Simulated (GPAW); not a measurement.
# Cl-GaAs-Cl chair monolayer: simulated STM images

Aim: Tersoff-Hamann images of Cl-GaAs-Cl chair monolayer at several biases.

Method: GPAW, PAW setups; layer in a repeated cell with vacuum, relaxation of atoms and in-plane cell, in the first sound run; inputs show where later runs differ, in GPAW 26.7.0.

### Step 1. Set-up

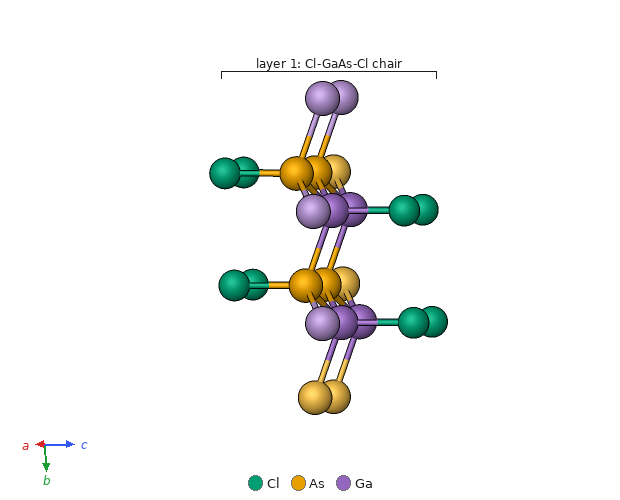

The starting structure, seen from the side, with the c axis across the page (chlorine teal, arsenic orange, gallium purple). 2×2×1 cells are drawn. Some periodic images of atoms are drawn too.

The cell holds 4 atoms: 2 Cl, 1 As and 1 Ga. Cell: a = 3.977 Å, b = 3.977 Å, c = 19.253 Å, α = 90.0°, β = 90.0°, γ = 120.0°. Vacuum lies along c.

### Step 2. Relaxing the atoms

The atoms are relaxed first, since the surface dipole, and with it the work function, follows the positions of the outer layers.

The input, run.py:

```python
import json
import numpy as np
from ase import Atoms
from ase.filters import FrechetCellFilter
from ase.optimize import BFGS
from gpaw import GPAW, PW

slab = Atoms(
    ['Cl', 'As', 'Ga', 'Cl'],
    positions=[
        [1.98825, 1.14792, 7.00000],
        [1.98825, 1.14792, 9.21000],
        [-0.00000, 2.29583, 10.01333],
        [-0.00000, 2.29583, 12.25333]],
    cell=[[3.9765, 0.0, 0.0], [-1.98825, 3.44375, 0.0], [0.0, 0.0, 19.2533]],
    pbc=[True, True, True])

slab.calc = GPAW(mode=PW(600), xc='PBE', kpts={'size': (9, 9, 1), 'gamma': True},
                 occupations={'name': 'fermi-dirac', 'width': 0.05}, nbands='200%',
                 convergence={'density': 1e-05}, maxiter=200,
                 symmetry={'tolerance': 1e-3}, txt='slab.txt')
result = {}
# The in-plane cell is free; stress needs a cell that repeats along all three vectors
path = []
opt = BFGS(FrechetCellFilter(slab, mask=[1, 1, 0, 0, 0, 1]), maxstep=0.2)
opt.attach(lambda: path.append((slab.get_potential_energy(), slab.positions.tolist(), slab.get_forces().tolist())))
result['relaxed'] = bool(opt.run(fmax=0.02, steps=45))
result['path'] = path
result['cell'] = slab.cell.tolist()
print('in-plane lattice', slab.cell.cellpar().round(4)[[0, 1, 5]])
energy = slab.get_potential_energy()
fermi = slab.calc.get_fermi_level()
v = slab.calc.get_electrostatic_potential().mean((0, 1)) - fermi
n = slab.calc.get_pseudo_density().mean((0, 1))
L = slab.cell[2, 2]
z = np.arange(len(v)) * L / len(v)
low, high = slab.positions[:, 2].min(), slab.positions[:, 2].max()
below, above = np.interp([low - 4.8, high + 4.8], z, v)
slopes = [np.interp(x, z, np.gradient(v, z)) for x in (low - 4.8, high + 4.8)]
eps = np.array([[slab.calc.get_eigenvalues(k, s) for k in range(len(slab.calc.get_ibz_k_points()))]
                for s in range(slab.calc.get_number_of_spins())]) - fermi
top, bottom = eps[eps < 0].max(), eps[eps > 0].min()
dipole = slab.get_dipole_moment()[2]
print(f'energy {energy:.4f} eV, Fermi level {fermi:.4f} eV, dipole {dipole:.5f} e A')
print(f'potential 4.8 A off the faces, from the Fermi level: lower {below:.4f} eV, upper {above:.4f} eV')
print(f'slope of the potential there: lower {slopes[0]:.5f}, upper {slopes[1]:.5f} eV/A')
print(f'nearest levels on the mesh: {top:.4f} and {bottom:.4f} eV')
print('magnetic moment', round(slab.get_magnetic_moment(), 3))
result.update(energy=energy, fermi=fermi, dipole=dipole, below=below, above=above, slopes=slopes, edges=[top, bottom],
              z=z.tolist(), v=v.tolist(), n=n.tolist(), positions=slab.positions.tolist(),
              forces=slab.get_forces(apply_constraint=False).tolist(), moments=slab.get_magnetic_moments().tolist())
json.dump(result, open('result.json', 'w'))
```

Launch:

```console
$ OMP_NUM_THREADS=1 OPENBLAS_NUM_THREADS=1 python run.py
```

Output:

```text
Step          Energy          fmax
BFGS:    0      -13.457370        0.880865
BFGS:    1      -13.491478        0.655926
BFGS:    2      -13.535115        0.620158
BFGS:    3      -13.548717        0.604110
BFGS:    4      -13.634823        0.117228
BFGS:    5      -13.636340        0.116760
BFGS:    6      -13.637538        0.100182
BFGS:    7      -13.639219        0.058910
BFGS:    8      -13.640208        0.031126
BFGS:    9      -13.640346        0.007535
in-plane lattice [  4.203   4.203 120.   ]
energy -13.6403 eV, Fermi level -3.1831 eV, dipole -0.12194 e A
potential 4.8 A off the faces, from the Fermi level: lower 6.0984 eV, upper 6.4388 eV
slope of the potential there: lower -0.07482, upper -0.07484 eV/A
nearest levels on the mesh: -0.3759 and 0.3262 eV
magnetic moment 0.0
```

Wall time 5 min (1 thread of Intel Xeon Platinum 8488C (Sapphire Rapids), shared host); peak memory 0.41 GiB.

This step gave:

```yaml
dipole_along_the_normal: -0.1219 e·Å
levels_nearest_the_fermi_level_on_the_mesh: -0.3759, 0.3262 eV from the Fermi level
```

Table of electrostatic potential energy of an electron (without an applied field's), less the Fermi level, planar mean by z:

| z (Å) | electrostatic potential energy of an electron (without an applied field's), less the Fermi level, planar mean (eV) |
| --- | --- |
| 0 | 6.27 |
| 2 | 6.12 |
| 4 | 5.97 |
| 6 | 5.17 |
| 8 | 2.92 |
| 10 | -9.35 |
| 12 | -4.99 |
| 14 | 6.61 |
| 16 | 6.51 |
| 18 | 6.36 |

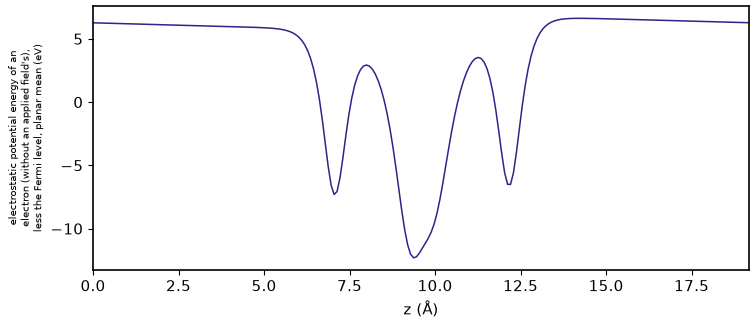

Electrostatic potential energy of an electron (without an applied field's), less the Fermi level, planar mean against z.

The pseudo valence density, planar mean oscillates, so the rows of the table below give means over windows of 2 Å about each position, cut where the curve ends. Its maxima inside the range that stand out by 2 % of the span (Å: e/Å³): 6.9: 0.311, 7.2: 0.306, 8.9: 0.211, 9.6: 0.286, 10.5: 0.137, 11.9: 0.308, 12.4: 0.308. Its minima: 7.0: 0.295, 8.3: 0.110, 9.1: 0.197, 10.1: 0.110, 11.0: 0.0983, 12.2: 0.291.

The pseudo valence density, planar mean by z; means over each step:

| z (Å) | pseudo valence density, planar mean (e/Å³) |
| --- | --- |
| 2 | 0 |
| 4 | 1.8e-4 |
| 6 | 0.107 |
| 8 | 0.198 |
| 10 | 0.171 |
| 12 | 0.227 |
| 14 | 0.0164 |
| 16 | 1.5e-5 |

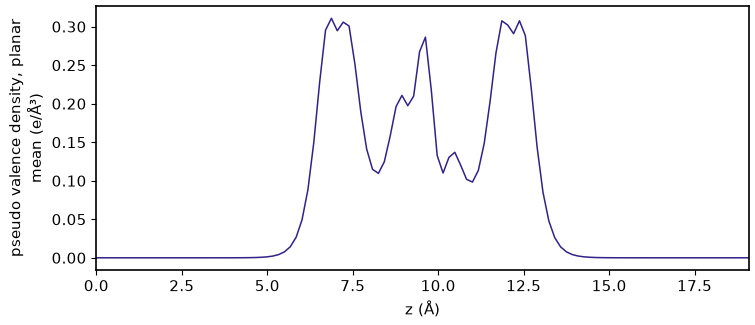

Pseudo valence density, planar mean, plotted against z.

The relaxation lowered the energy of the cell by 0.183 eV (energies extrapolated to zero smearing; the optimiser's log prints free energies). The largest force left on a free atom is 0.0037 eV/Å.

### Step 3. The slab's potential

The work function is the vacuum plateau of the electrostatic potential less the Fermi level; a dipole layer lets the two faces have plateaus of their own.

This step: GPAW, PAW setups; slab in vacuum (GPAW 26.7.0).

The cell differs from the one that the last finished run ended in (c 19.253 → 19.104 Å).

The input, run.py:

```python
import json
import numpy as np
from ase import Atoms
from ase.dft.stm import STM
from gpaw import GPAW, PW

slab = Atoms(
    ['Cl', 'As', 'Ga', 'Cl'],
    positions=[
        [2.10148, 1.21330, 7.00000],
        [2.10148, 1.21330, 9.19691],
        [0.00000, 2.42658, 9.91847],
        [0.00000, 2.42658, 12.10444]],
    cell=[[4.20297, -0.0, 0.0], [-2.10148, 3.63988, 0.0], [0.0, 0.0, 19.1044]],
    pbc=[True, True, False])

slab.calc = GPAW(mode=PW(400), xc='PBE', kpts={'size': (9, 9, 1), 'gamma': True},
                 occupations={'name': 'fermi-dirac', 'width': 0.05}, nbands='200%',
                 convergence={'density': 1e-05}, maxiter=200,
                 poissonsolver={'dipolelayer': 'xy'},
                 symmetry={'tolerance': 1e-3}, txt='slab.txt')
result = {}
energy = slab.get_potential_energy()
fermi = slab.calc.get_fermi_level()
v = slab.calc.get_electrostatic_potential().mean((0, 1)) - fermi
n = slab.calc.get_pseudo_density().mean((0, 1))
L = slab.cell[2, 2]
z = np.arange(len(v)) * L / len(v)
low, high = slab.positions[:, 2].min(), slab.positions[:, 2].max()
below, above = np.interp([low - 4.8, high + 4.8], z, v)
slopes = [np.interp(x, z, np.gradient(v, z)) for x in (low - 4.8, high + 4.8)]
eps = np.array([[slab.calc.get_eigenvalues(k, s) for k in range(len(slab.calc.get_ibz_k_points()))]
                for s in range(slab.calc.get_number_of_spins())]) - fermi
top, bottom = eps[eps < 0].max(), eps[eps > 0].min()
dipole = slab.get_dipole_moment()[2]
print(f'energy {energy:.4f} eV, Fermi level {fermi:.4f} eV, dipole {dipole:.5f} e A')
print(f'potential 4.8 A off the faces, from the Fermi level: lower {below:.4f} eV, upper {above:.4f} eV')
print(f'slope of the potential there: lower {slopes[0]:.5f}, upper {slopes[1]:.5f} eV/A')
print(f'nearest levels on the mesh: {top:.4f} and {bottom:.4f} eV')
print('magnetic moment', round(slab.get_magnetic_moment(), 3))
result.update(energy=energy, fermi=fermi, dipole=dipole, below=below, above=above, slopes=slopes, edges=[top, bottom],
              z=z.tolist(), v=v.tolist(), n=n.tolist(), positions=slab.positions.tolist(),
              forces=slab.get_forces(apply_constraint=False).tolist(), moments=slab.get_magnetic_moments().tolist())

# Images need the states of the whole zone, up to time reversal
slab.calc = slab.calc.fixed_density(symmetry={'point_group': False}, txt='states.txt', nbands='290%',
                                    convergence={'bands': 'CBM+1.3'})
stm = STM(slab)
result['stm'] = []
for bias in [-1.0, 1.0]:
    height = high + 3.5
    current = stm.get_averaged_current(bias, height)
    x, y, h = stm.scan(bias, current)
    i, f = divmod(height / L * stm.ldos.shape[2], 1)
    I = abs((1 - f) * stm.ldos[:, :, int(i)] + f * stm.ldos[:, :, int(i) + 1])
    print(f'bias {bias} V: mean current at 3.5 A {current:.4e}, corrugation {np.ptp(h):.4f} A')
    result['stm'].append(dict(bias=bias, current=current, h=(h - high).tolist(), I=I.tolist()))
json.dump(result, open('result.json', 'w'))
```

Output:

```text
energy -13.5773 eV, Fermi level -3.1618 eV, dipole -0.08568 e A
potential 4.8 A off the faces, from the Fermi level: lower 5.7658 eV, upper 6.7778 eV
slope of the potential there: lower 0.00001, upper 0.00002 eV/A
nearest levels on the mesh: -0.3777 and 0.3277 eV
magnetic moment 0.0
bias -1.0 V: mean current at 3.5 A 7.3658e-08, corrugation 0.5364 A
bias 1.0 V: mean current at 3.5 A 5.3951e-08, corrugation 0.3489 A
```

Elapsed: 55 s, on 1 thread; peak memory 0.42 GiB.

Numbers from this step:

```
dipole along the normal                    : -0.08568 e·Å
levels nearest the Fermi level on the mesh : -0.3777, 0.3277 eV from the Fermi level
upper work function                        : 6.778 eV
lower work function                        : 5.766 eV
corrugation -1                             : 0.5364 Å
corrugation 1                              : 0.3489 Å
upper ionisation energy                    : 7.155 eV
```

Table of electrostatic potential energy of an electron (without an applied field's), less the Fermi level, planar mean by z:

| z (Å) | electrostatic potential energy of an electron (without an applied field's), less the Fermi level, planar mean (eV) |
| --- | --- |
| 0 | 6.27 |
| 2 | 5.77 |
| 4 | 5.77 |
| 6 | 4.93 |
| 8 | 2.83 |
| 10 | -8.65 |
| 12 | -5.93 |
| 14 | 6.74 |
| 16 | 6.78 |
| 18 | 6.78 |

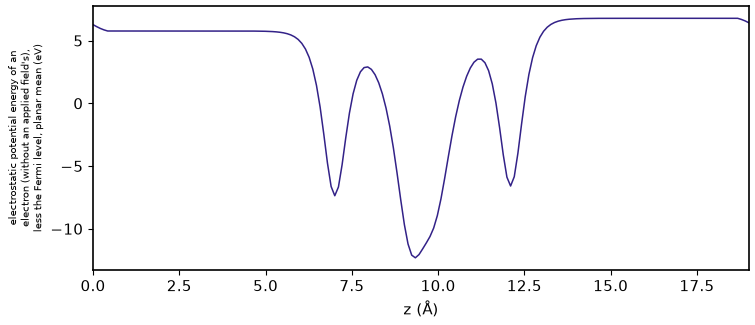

Electrostatic potential energy of an electron (without an applied field's), less the Fermi level, planar mean, plotted against z.

The pseudo valence density, planar mean oscillates, so the rows of the table below give means over windows of 1 Å about each position, cut where the curve ends. Its maxima inside the range that stand out by 2 % of the span (Å: e/Å³): 6.8: 0.312, 7.2: 0.309, 8.9: 0.209, 9.6: 0.288, 10.4: 0.138, 11.9: 0.310, 12.3: 0.307. Its minima: 7.0: 0.294, 8.1: 0.111, 9.1: 0.196, 10.0: 0.115, 10.8: 0.0987, 12.1: 0.290.

Pseudo valence density, planar mean against z; means over each step:

| z (Å) | pseudo valence density, planar mean (e/Å³) |
| --- | --- |
| 3 | 2.6e-6 |
| 4 | 8.2e-5 |
| 5 | 0.00281 |
| 6 | 0.0865 |
| 7 | 0.288 |
| 8 | 0.150 |
| 9 | 0.212 |
| 10 | 0.165 |
| 11 | 0.131 |
| 12 | 0.287 |
| 13 | 0.112 |
| 14 | 0.00455 |
| 15 | 1.3e-4 |
| 16 | 3.8e-6 |

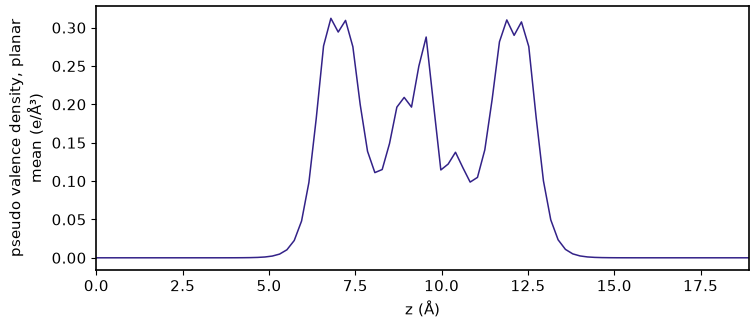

Pseudo valence density, planar mean, plotted against z.

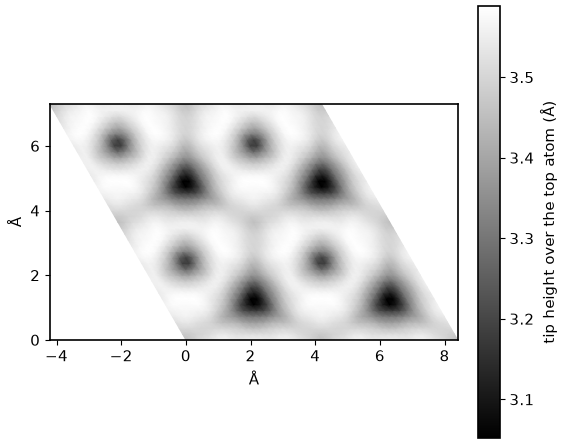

Tip height over the top atom over a1 and a2. Sample bias -1 V, constant current at the mean current 3.5 Å over the top atom. The cell is repeated, with its origin at the lower left corner.

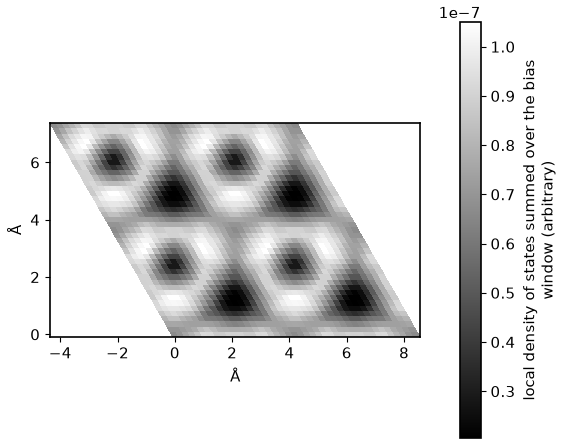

Local density of states summed over the bias window over a1 and a2. Sample bias -1 V, constant height 3.5 Å over the top atom. The cell is repeated, with its origin at the lower left corner.

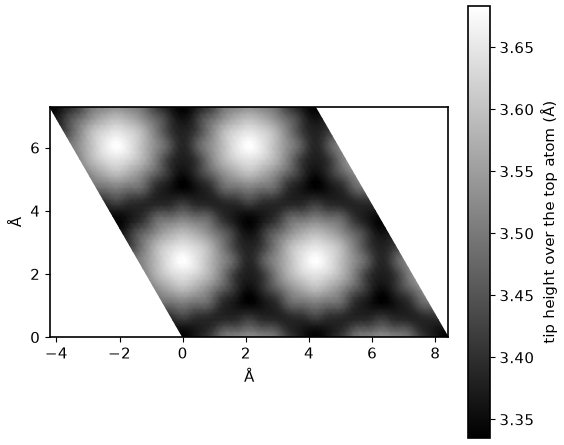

Tip height over the top atom over a1 and a2. Sample bias 1 V, constant current at the mean current 3.5 Å over the top atom. The cell is repeated, with its origin at the lower left corner.

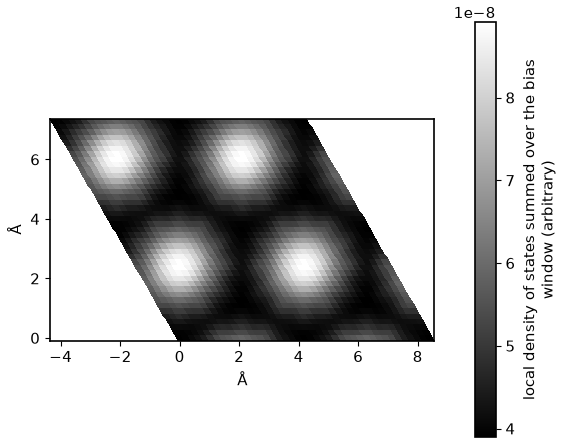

Local density of states summed over the bias window over a1 and a2. Sample bias 1 V, constant height 3.5 Å over the top atom. The cell is repeated, with its origin at the lower left corner.

The layer is gapped, so the Fermi level lies somewhere inside the gap, set by smearing and numerics, and these work functions are no property of the material; the band edges below the vacuum level are. The potential is flat to 2.0e-5 eV/Å where it is read, so the vacuum is wide enough.

### Step 4. A changed run

One more run, with changed settings.

run.py: that of step 3 with these lines changed.

```diff
@@ -3,3 +3,2 @@
 from ase import Atoms
-from ase.dft.stm import STM
 from gpaw import GPAW, PW
@@ -18,3 +17,3 @@
                  occupations={'name': 'fermi-dirac', 'width': 0.05}, nbands='200%',
-                 convergence={'density': 1e-05}, maxiter=200,
+                 convergence={'density': 1e-05}, maxiter=3,
                  poissonsolver={'dipolelayer': 'xy'},
@@ -43,16 +42,2 @@
               forces=slab.get_forces(apply_constraint=False).tolist(), moments=slab.get_magnetic_moments().tolist())
-
-# Images need the states of the whole zone, up to time reversal
-slab.calc = slab.calc.fixed_density(symmetry={'point_group': False}, txt='states.txt', nbands='290%',
-                                    convergence={'bands': 'CBM+1.3'})
-stm = STM(slab)
-result['stm'] = []
-for bias in [-1.0, 1.0]:
-    height = high + 3.5
-    current = stm.get_averaged_current(bias, height)
-    x, y, h = stm.scan(bias, current)
-    i, f = divmod(height / L * stm.ldos.shape[2], 1)
-    I = abs((1 - f) * stm.ldos[:, :, int(i)] + f * stm.ldos[:, :, int(i) + 1])
-    print(f'bias {bias} V: mean current at 3.5 A {current:.4e}, corrugation {np.ptp(h):.4f} A')
-    result['stm'].append(dict(bias=bias, current=current, h=(h - high).tolist(), I=I.tolist()))
 json.dump(result, open('result.json', 'w'))
```

Output:

```text
gpaw.KohnShamConvergenceError
```

The job ended after 6.6 s (1 thread; peak memory 0.22 GiB).

The run stopped without converging, so none of its numbers is a property of the system.

The fault put into the input: too few SCF iterations (maxiter = 3).

### Step 5. Outcome

```
work function, upper and lower face (Fermi level placed in the gap by the smearing) : 6.778 and 5.766 eV
ionisation energy from the upper face (highest filled level on the mesh)            : 7.16 eV
electron affinity from the upper face (lowest empty Kohn-Sham level on the mesh)    : 6.45 eV
dipole along the normal                                                             : -0.0857 e Å
corrugation at -1 V                                                                 : 0.536 Å as printed, 0.45 Å or less without short-wave noise
corrugation at 1 V                                                                  : 0.349 Å
```

In words: At -1 V GPAW's map carries short-wave noise, which can't be real at this height: without waves under 1.5 Å it spans 0.45 Å against 0.54 Å printed. The reading below uses the filtered value, which may still be too high. The corrugation at constant current is largest at -1 V, where the tip height varies by 0.45 Å over the cell. Negative sample bias images filled states, positive bias empty ones. The two faces differ by 1.0 eV, the step that the slab's dipole makes (e p/(ε0 A) gives 1.0 eV), so the dipole layer is needed. The levels nearest the Fermi level on the mesh lie 0.705 eV apart, so the slab is gapped there: the smearing puts the Fermi level inside the gap, and from either face the ionisation energy is the work function plus 0.38 eV. Both are Kohn-Sham levels on the mesh, and semilocal gaps are too small, so the affinity tends to come out too large and the ionisation energy too small. The images are of Tersoff-Hamann type: an s-wave tip, no tip-sample forces, heights closer than in a microscope. The starting lattice was a guess from atomic radii; the relaxation moved it by 6 %. The relaxation of atoms and cell ran in a fully periodic cell without the dipole layer, so the atoms of this polar layer felt a small spurious field. Biases count from a Fermi level whose place in the gap is arbitrary, so only their reach past the band edges has a meaning. The layer's cell and atoms come from the relaxation; spin-orbit coupling and temperature are left out.

[Logs are printed without paths, hosts, clocks, repeated set-up lines and the standing remarks that a program may print on its own settings, such as how far it seeks lower states.]

[Hosts, paths, dates, database ids (printed as entryN), source tags and the programs' standing remarks are cut or masked in the printed files.]
